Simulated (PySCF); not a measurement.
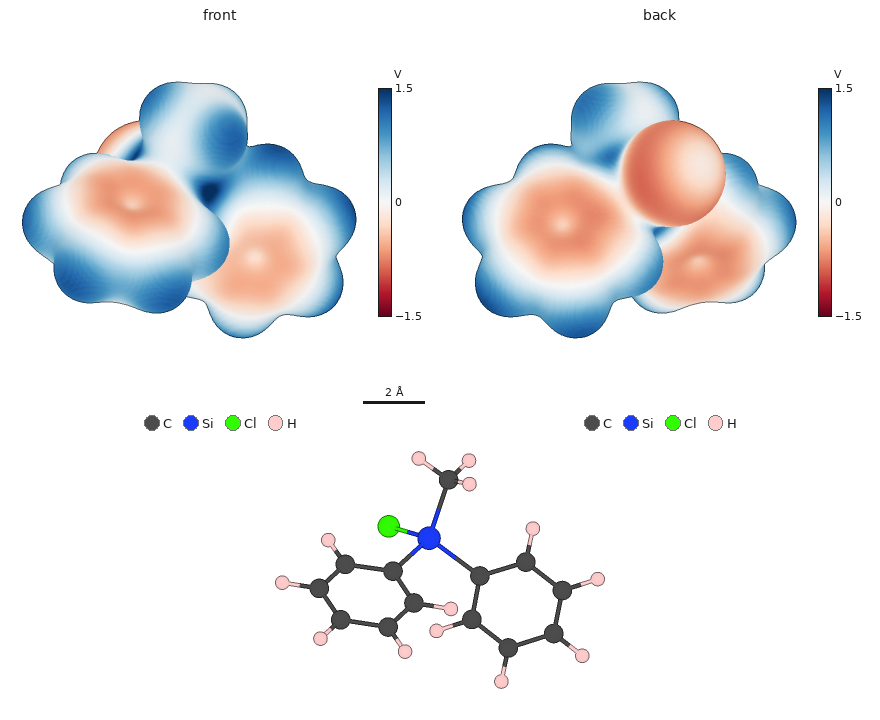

Figure. C13H13ClSi (MePh2SiCl). The molecular electrostatic potential painted on the density surface at 0.004 e/bohr³, seen from the front and from behind; the colour scale runs from red (negative) to blue (positive). The bare structure is drawn below in the same view.

Geometry: GFN2-xTB.

Computed with PBE0/6-31G*, SCF density, gas phase, non-relativistic (PySCF).

```
atom    x (Å)    y (Å)    z (Å)
   C   0.1742  -2.7100   1.0660
  Si   0.1753  -1.3557  -0.2715
  Cl   0.4988  -2.2452  -2.0846
   C   1.5616  -0.0991   0.0322
   C   2.8507  -0.3085  -0.4504
   C   3.8581   0.6101  -0.2176
   C   3.5939   1.7596   0.5074
   C   2.3179   1.9840   0.9964
   C   1.3142   1.0629   0.7596
   C  -1.4736  -0.4270  -0.3506
   C  -1.6633   0.5711  -1.3044
   C  -2.8501   1.2765  -1.3751
   C  -3.8750   0.9984  -0.4860
   C  -3.7038   0.0120   0.4700
   C  -2.5144  -0.6918   0.5344
   H   1.1192  -3.2452   1.0723
   H   0.0303  -2.2875   2.0554
   H  -0.6131  -3.4378   0.8920
   H   3.0630  -1.1992  -1.0238
   H   4.8513   0.4308  -0.6037
   H   4.3788   2.4796   0.6886
   H   2.1051   2.8804   1.5610
   H   0.3185   1.2477   1.1377
   H  -0.8668   0.7944  -2.0002
   H  -2.9771   2.0457  -2.1231
   H  -4.8033   1.5485  -0.5382
   H  -4.4991  -0.2086   1.1676
   H  -2.3921  -1.4589   1.2848
```

Question: Where is the surface potential most negative and most positive?

Answer: The most negative region (about −0.8 V) lies over Cl3, the most positive (about +1.3 V) over Si2, H26, H27 and H28.
